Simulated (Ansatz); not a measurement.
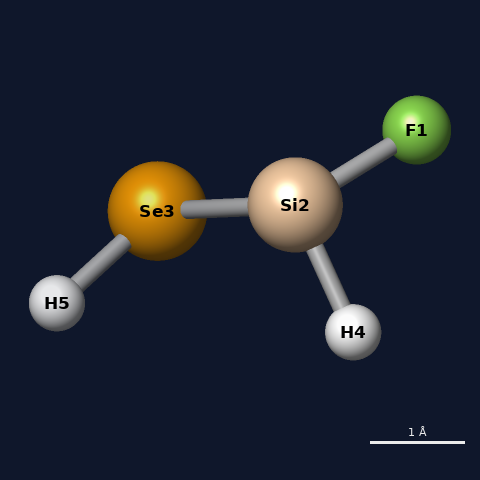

Figure made from data computed with Ansatz.

Atoms carry their numbers in the input. State: neutral, doublet. Geometry: atoms displaced at random (about 0.1 Å) from a stationary point of GFN2-xTB.

### What is the geometry at Si2?

Si2 has 3 neighbours (F1 at 1.69, Se3 at 2.39, H4 at 1.50 Å); the arrangement is trigonal pyramidal.

### What is the geometry at Se3?

Se3 has 2 neighbours (Si2 at 2.39, H5 at 1.59 Å); the arrangement is bent.
